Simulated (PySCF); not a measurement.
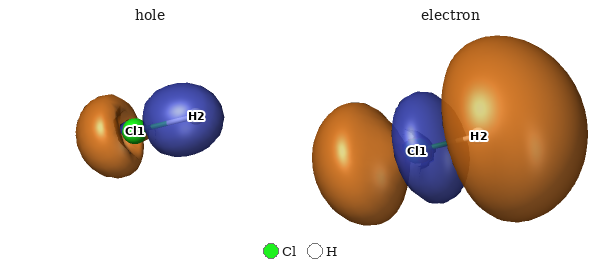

*ClH, SMILES `Cl`. Leading natural transition orbital pair of S₃ (TDHF singlet states); the surfaces enclose about 70 % of each orbital's density.*

Computed with PySCF, HF/cc-pVTZ, geometry: GFN2-xTB. No frequency check shows the geometry to be a minimum. GFN2-xTB bond lengths at metals and heavier atoms can be off by up to 0.1 Å and shapes distorted, which carries into these values. Without diffuse functions Rydberg states are missing, so the states' numbers hold for this basis only.

Q: Give its energy and the atoms that hole and electron lie on.

A: 13.10 eV (95 nm), f = 0.492 (bright), partly diffuse acceptor orbital, which a basis without diffuse functions describes poorly; the leading pair carries 95 %; hole on Cl1 (76 %) and H2 (24 %), electron on H2 (50 %) and Cl1 (50 %) (atom shares of so diffuse an orbital are rough); their centroids lie 0.8 Å apart. In canonical orbitals it is mainly HOMO−2 → LUMO (93 %). The HOMO–LUMO gap is 16.32 eV.

Run time: 3.1 s on 1 thread of Arm Neoverse V1, with other jobs on the host, peak memory 0.19 GiB.
